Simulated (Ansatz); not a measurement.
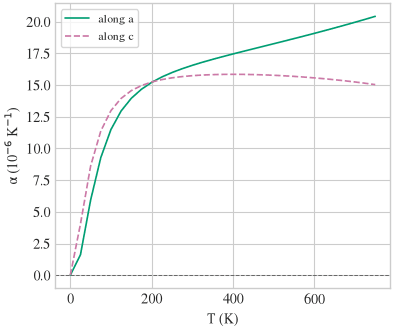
Figure. Linear thermal expansion of TiTe2 in the CdI2 type structure from quasi-harmonic lattice dynamics, LDA in Ansatz (a program for electronic structure)

The cell was generated from a structure type, relaxed within its symmetry, and need not be the phase found at ambient conditions. Spin-orbit coupling is not included.

Problem. Read off α along c at 700 K, and say whether it is negative anywhere.

Solution. About 15 × 10⁻⁶ K⁻¹. It is not negative in the range shown.

The PAW data sets were generated under PBE and serve the other functionals too.
